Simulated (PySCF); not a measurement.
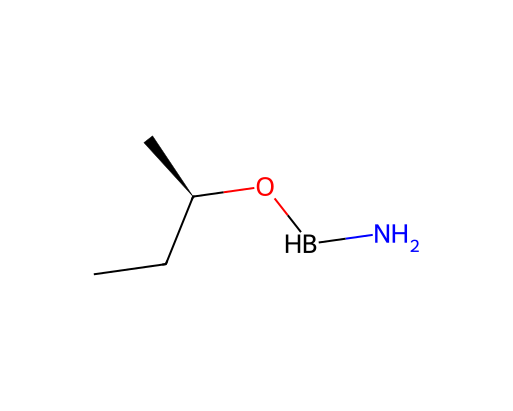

A structural formula.

Transcribe the drawing into SMILES.

CC[C@@H](C)OBN

Give the formula, hydrogens included.

C4H12BNO.

The parts below concern this one geometry. Atoms keep their numbers from picture to picture. The computed structure is the end point of a GFN2-xTB optimisation. No frequency run is at hand to confirm it as a minimum.

### Shape

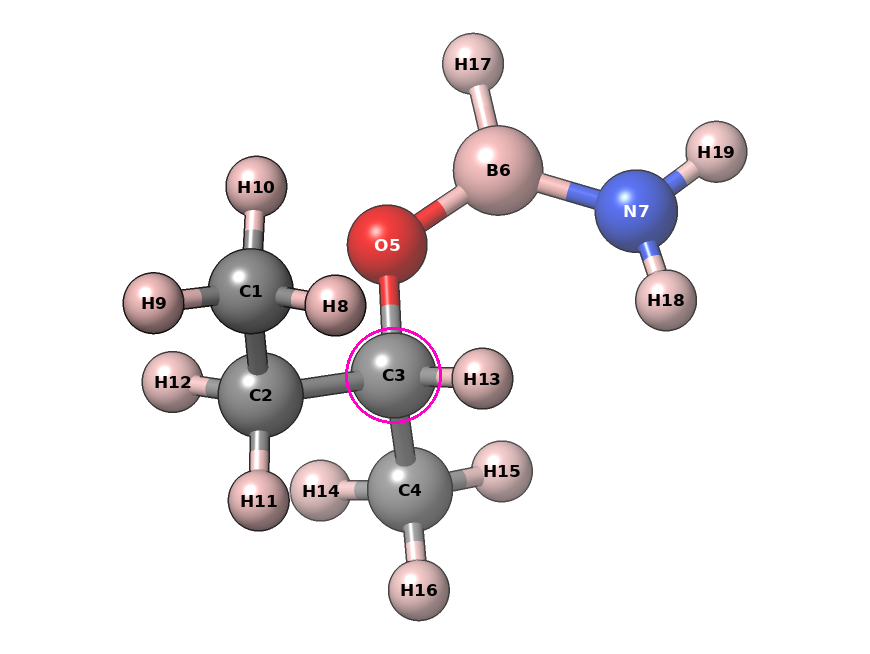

Distant atoms are faded towards the background colour. Circles mark the stereogenic atoms. No frequency run is at hand to confirm it as a minimum.

What are the Cahn–Ingold–Prelog descriptors?

C3: R (priorities O5 > C2 > C4 > H13).

### NMR shielding

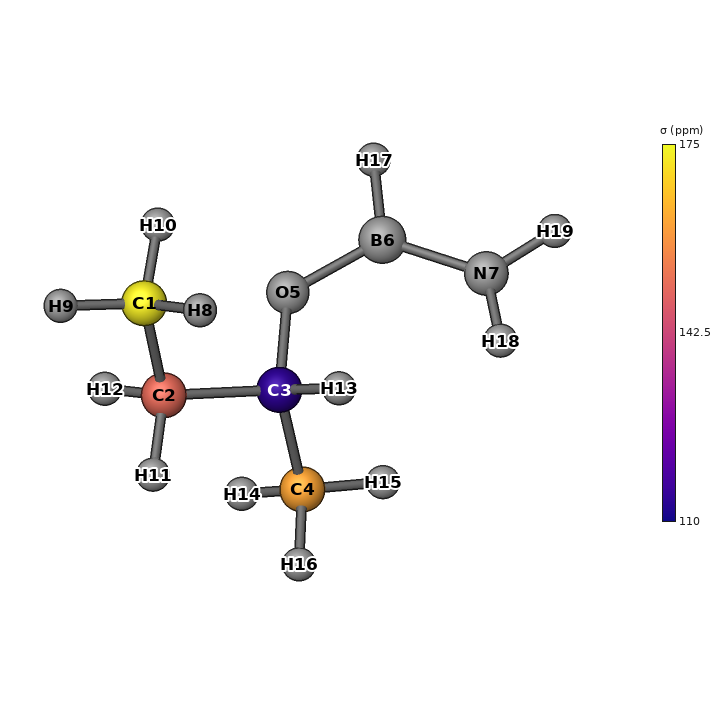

Atoms are coloured by their isotropic NMR shieldings (C only, the others grey). No frequency run is at hand to confirm it as a minimum. Method: GIAO PBE0/pcSseg-1 NMR shielding, non-relativistic, gas phase (PySCF 2.14.0).

Which C atom is the most shielded (lowest chemical shift)?

C1 (173.1 ppm).

Which C atom is the least shielded (highest chemical shift)?

C3 (114.1 ppm).

How wide is the range of C shifts?

59.0 ppm.

List the isotropic NMR shieldings of the C atoms.

```tsv
atom	σ (ppm)
C1	173.1
C2	150.7
C3	114.1
C4	161.7
```

### Charges

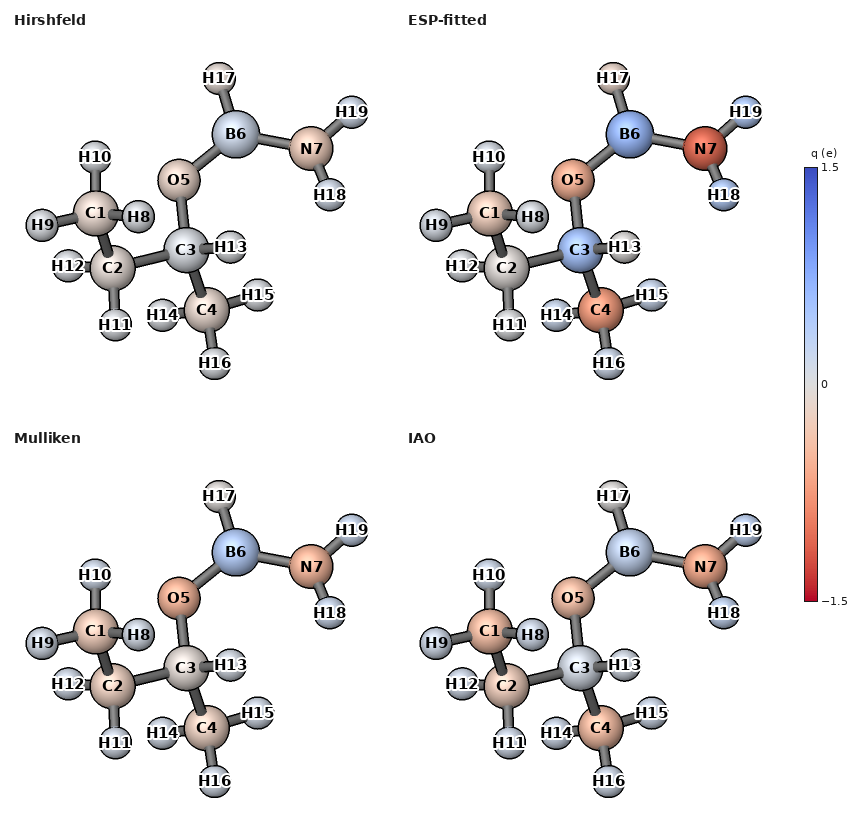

Atomic charges of one calculation by 4 schemes, on one colour scale. No frequency run is at hand to confirm it as a minimum. Level of theory: PBE0/pcSseg-1 (PySCF 2.14.0).

Which scheme gives the most polar picture (largest mean size of the charges)?

The ESP-fitted charges are the largest in size here, and the Hirshfeld charges the smallest.

On which atom do the schemes disagree most?

On N7 (from −1.04 to −0.26 e).

List the charges (e), one line for each set of equivalent atoms.

| atom | Hirshfeld | ESP-fitted | Mulliken | IAO |
| --- | --- | --- | --- | --- |
| C1 | −0.12 | −0.26 | −0.27 | −0.42 |
| C2 | −0.07 | −0.04 | −0.22 | −0.25 |
| C3 | 0.06 | 0.52 | −0.07 | 0.10 |
| C4 | −0.13 | −0.71 | −0.20 | −0.43 |
| O5 | −0.16 | −0.53 | −0.49 | −0.40 |
| B6 | 0.16 | 0.62 | 0.40 | 0.25 |
| N7 | −0.26 | −1.04 | −0.49 | −0.59 |
| H8 | 0.04 | 0.05 | 0.10 | 0.13 |
| H9 | 0.04 | 0.07 | 0.11 | 0.14 |
| H10 | 0.04 | 0.07 | 0.13 | 0.15 |
| H11 | 0.04 | 0.02 | 0.11 | 0.13 |
| H12 | 0.04 | 0.05 | 0.12 | 0.14 |
| H13 | 0.03 | −0.01 | 0.09 | 0.10 |
| H14 | 0.04 | 0.18 | 0.12 | 0.15 |
| H15 | 0.04 | 0.19 | 0.11 | 0.14 |
| H16 | 0.04 | 0.15 | 0.11 | 0.14 |
| H17 | −0.07 | −0.15 | −0.03 | −0.01 |
| H18 | 0.12 | 0.39 | 0.18 | 0.26 |
| H19 | 0.13 | 0.41 | 0.20 | 0.28 |

### Electronic properties

No frequency run is at hand to confirm it as a minimum. Level of theory: PBE0/def2-SVPD, gas phase (PySCF 2.14.0). Excitations: vertical, linear response.

Give the dipole moment at this level.

2.37 D.

Give the mean static polarisability at this level.

76.0 bohr³.

Estimate the LUMO energy (Kohn–Sham orbital).

0.46 eV.

Estimate the lowest vertical singlet excitation.

6.90 eV.

### Bond orders

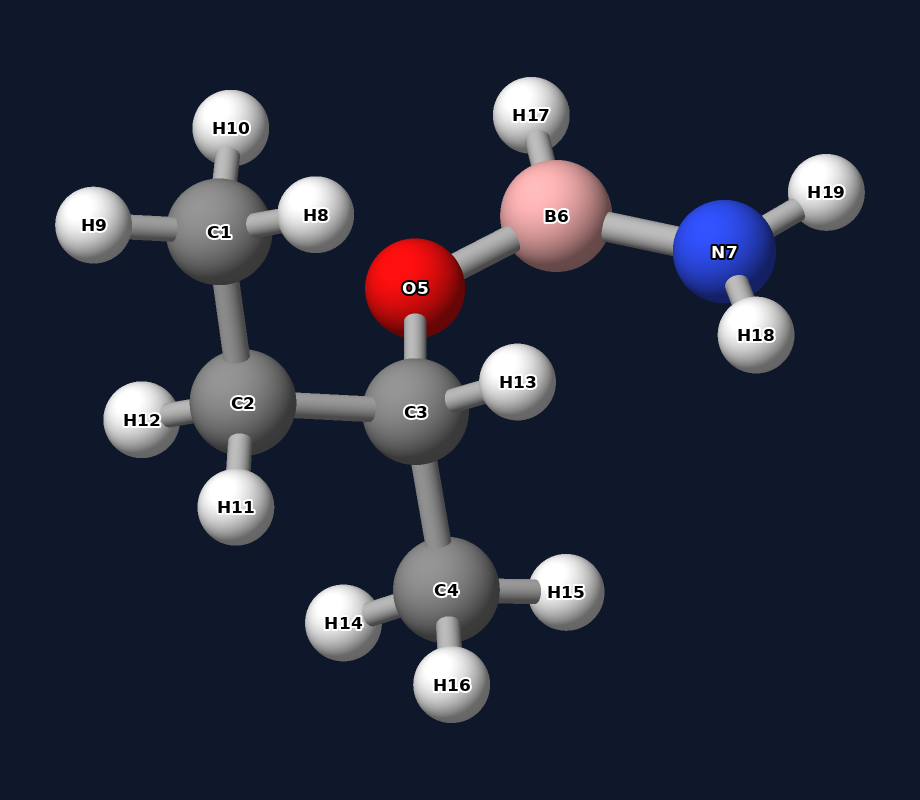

The thickness of each stick grows with its Mayer bond order. No frequency run is at hand to confirm it as a minimum. Method: PBE0/pcSseg-1 (PySCF 2.14.0).

List the Mayer bond orders of C1–C2, C2–C3, C3–C4, C3–O5, O5–B6, B6–N7 (bonds between heavy atoms, one of each equivalent set).

```
 bond  Mayer order  length (Å)
C1–C2         1.06       1.524
C2–C3         1.01       1.534
C3–C4         1.04       1.531
C3–O5         0.85       1.412
O5–B6         1.16       1.348
B6–N7         1.25       1.403
```

Mulliken values depend strongly on the basis set and can even reverse the polarity of a bond. The geometry is semi-empirical. Around B such bond lengths and angles can be off by a tenth of an ångström or more and by several degrees, and values that hang on the shape move with them.
